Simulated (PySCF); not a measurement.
# ClH2OSn (SMILES [OH2+][Sn][Cl]) (charge +1): what the fields show

```xyz
5

Cl    0.4560   -1.4237   -0.9630
O    -0.7658    0.9877    0.5964
Sn    1.3983    0.2779    0.3237
H    -1.4908    0.4949    0.1760
H    -1.1444    1.7364    1.0839
```

Geometry: PBE0-D4/def2-SVP; core potentials replace the inner electrons of Sn.

These are results of Gaussian-basis quantum chemistry of an isolated molecule with PySCF, energy and nuclear gradient, functional PBE0 in PySCF, not measurements.

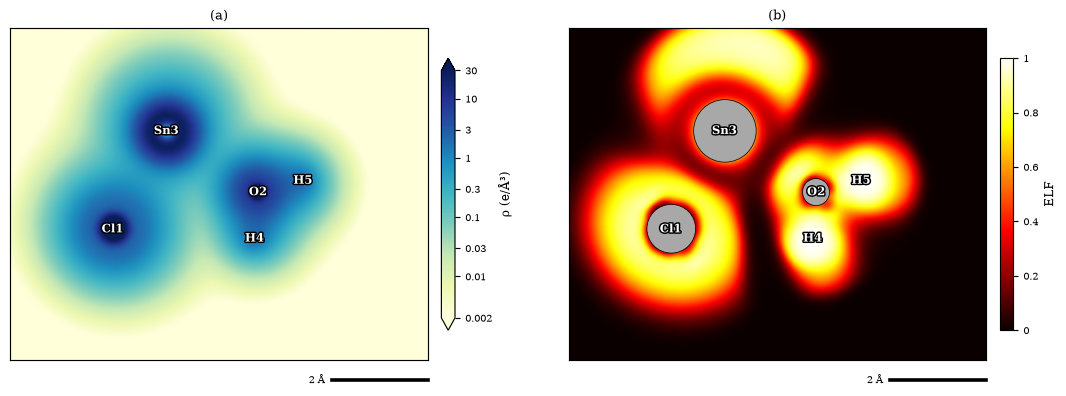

Figure 1. (a) electron density; (b) electron localisation function on the molecular plane. Grey discs cover the atomic cores in the ELF map.

Interpret the plot.

Answer.
- Atoms in the plane: Cl, O, Sn and H.
- Sn–O (2.29 Å): ρ is about 0.37 e/Å³ halfway; the ELF peaks at about 0.90 in the valence shell of O, 0.6 Å from its nucleus, and drops to about 0.10 between the two atoms.
- Sn–Cl (2.33 Å): ρ at the midpoint is about 0.62 e/Å³; the ELF peaks at about 0.80 in the valence shell of Cl, 0.8 Å from its nucleus, and drops to about 0.20 between the two atoms.
- O–H (0.97 Å): ρ at the midpoint is about 3.8 e/Å³; the ELF climbs to about 1 towards the hydrogen, as it does in any bond to H; a covalent bond by its length.
- The ELF also peaks beside Cl1, away from the bonds: lone-pair regions.

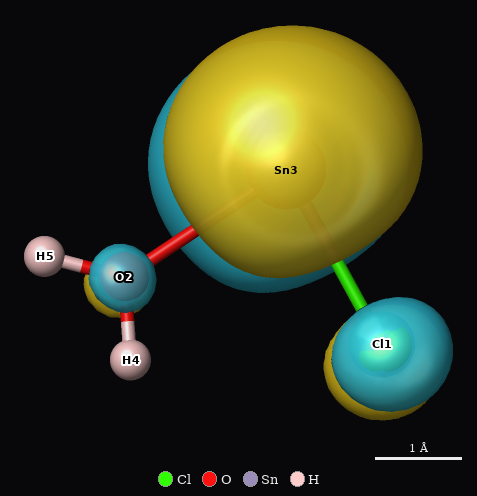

Figure 2. The LUMO at ±0.1 Å⁻³ᐟ² (yellow and cyan are the two phases), seen across its widest extent.

Describe this orbital and give its energy.

Answer. It lies mainly on Sn3 (about 85 %) and Cl1 (about 10 %); it changes sign across the molecular plane (π type). Its energy is −8.05 eV.

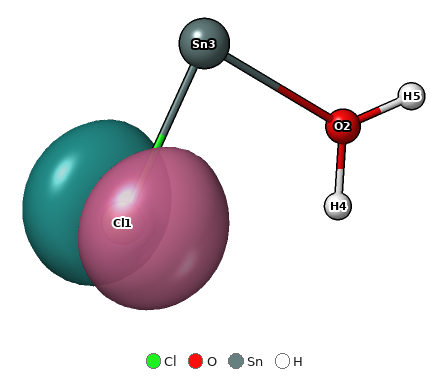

Figure 3. The HOMO−1 at ±0.2 Å⁻³ᐟ² (teal and pink are the two phases), seen at an oblique angle.

Where does this orbital lie, and at what energy?

Answer. By Hirshfeld shares it lies mainly on Cl1 (about 85 %) and Sn3 (about 10 %); it changes sign across the molecular plane (π type). Its energy is −14.07 eV.
